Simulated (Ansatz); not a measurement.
Input

```
crystal:
  lattice:
    - [4.2983934319, 0.0, 0.0]
    - [0.0, 4.2983934319, 0.0]
    - [0.0, 0.0, 12.6333159993]
  atoms:
    - { symbol: Al, position: [0.5, 0.0, 0.8737556856] }
    - { symbol: Al, position: [0.0, 0.5, 0.1262443144] }
    - { symbol: Ga, position: [0.0, 0.5, 0.619943613] }
    - { symbol: Ga, position: [0.0, 0.0, 0.5] }
    - { symbol: Ga, position: [0.5, 0.0, 0.380056387] }
    - { symbol: Sb, position: [0.5, 0.5, 0.2529619792] }
    - { symbol: Sb, position: [0.5, 0.5, 0.7470380208] }
    - { symbol: Sb, position: [0.0, 0.0, 0.0] }
basis:
  ecutwfc: 420
kpoints:
  mp_grid: { grid: [8, 8, 4] }
  band_path:
    path:
      - [[0.0, 0.0, 0.0], [0.0, 0.5, 0.0], [0.5, 0.5, 0.0], [0.0, 0.0, 0.0], [0.0, 0.0, 0.5], [0.0, 0.5, 0.5], [0.5, 0.5, 0.5], [0.0, 0.0, 0.5]]
      - [[0.0, 0.5, 0.0], [0.0, 0.5, 0.5]]
      - [[0.5, 0.5, 0.0], [0.5, 0.5, 0.5]]
    npoints: 14
hamiltonian:
  xc: pbe
scf:
  occupations: { method: gaussian, width: 0.1 }
  n_extra_bands: 20
output:
  forces: true
  stress: true
  eigenvalues: true
  populations: true
  dos: { projected: true, de: 0.02, nscf_kmesh: { grid: [10, 10, 5] } }
  bader: true
  write_density: true
  write_potential: true
  elf: true
  volumetric_format: npy
```

Launched as:

```sh
ansatz run input.yaml --threads 1 --pin off --max-ram 2560MiB --backend cpu --events-out ev --progress --plain --runs-dir out
```

Below, planes, directions and counts refer to the conventional cell (a = 4.30 Å, b = 4.30 Å, c = 12.63 Å, α = 90.00°, β = 90.00°, γ = 90.00°).

Space group P-4m2; a generated structure, not necessarily the stable one.

Theory: DFT PBE, scalar-relativistic, plane waves, PAW in Ansatz 0.2.0.

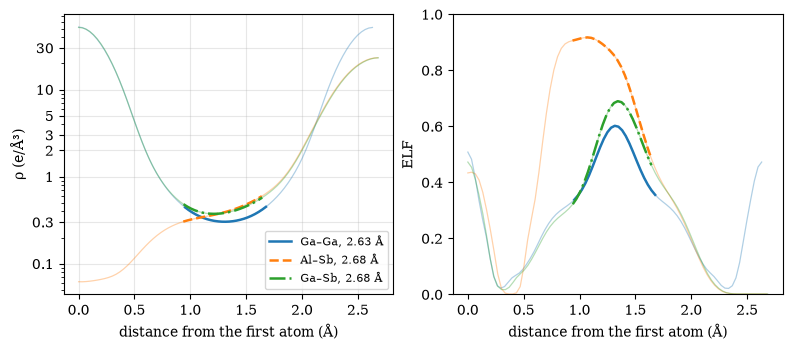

Al2Ga3Sb3. Valence electron density and ELF along straight lines between neighbouring atoms. Thin, pale parts lie inside the atomic spheres.

The density is the valence pseudo-density of a PAW calculation; it isn't the true density close to the nuclei.

**What can be read from the curves?**

Ga–Ga (2.63 Å): the density is about 0.3 e/Å³ at the midpoint; the ELF peaks at about 0.60 between the atoms.
Al–Sb (2.68 Å): ρ is about 0.4 e/Å³ halfway; the ELF peaks at about 0.90 between the atoms.
Ga–Sb (2.68 Å): the density is about 0.39 e/Å³ at the midpoint; the ELF peaks at about 0.70 between the atoms.
